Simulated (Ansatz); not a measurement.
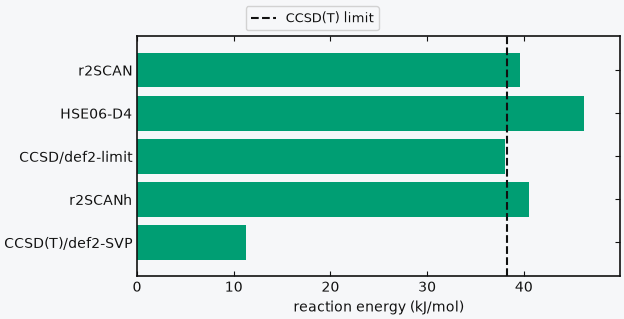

Electronic reaction energy of InSiSbNH₇ ([NH2][Sb]([SiH3])[InH2]) + SiN₂H₆ (N[SiH2]N) → InSiN₂H₇ (N[SiH2][NH][InH2]) + SiSbNH₆ ([NH2][SbH][SiH3]) (SMILES in brackets) at several levels (functionals in def2-TZVPP unless a basis is named), isolated molecules at PBE0-D4 triple-zeta geometries, minima by their frequencies, no zero-point or thermal terms, the Ansatz code 0.2.0. The line is frozen-core CCSD(T) at the basis limit (MP2 extrapolated from triple and quadruple zeta, plus CCSD(T) less MP2 in a smaller set). No dispersion term is added to r2SCAN and r2SCANh. The distance of CCSD(T)/def2-SVP to the limit includes basis error. Core potentials past Kr. The limit lies 9.9 kJ/mol from CCSD(T)/def2-TZVPP, so the line itself is uncertain by a part of that.

Q: Which level comes closest to the line (CCSD(T) limit), and which misses most?

A: Closest CCSD/def2-limit (38.1 kJ/mol), against 38.3 kJ/mol; farthest CCSD(T)/def2-SVP (11.3 kJ/mol).

Q: Give the values.

A:
```tsv
level	kJ/mol	less CCSD(T) limit
r2SCAN	39.6	1.3
HSE06-D4	46.3	8.0
CCSD/def2-limit	38.1	−0.2
r2SCANh	40.5	2.3
CCSD(T)/def2-SVP	11.3	−27.0
CCSD(T) limit	38.3	0.0
```

Known limits of this run: outer-core shells are correlated without core-valence functions, which makes the correlated values less sure; spin-orbit coupling is left out, and with In and Sb it can shift these values; one conformer of each flexible molecule.
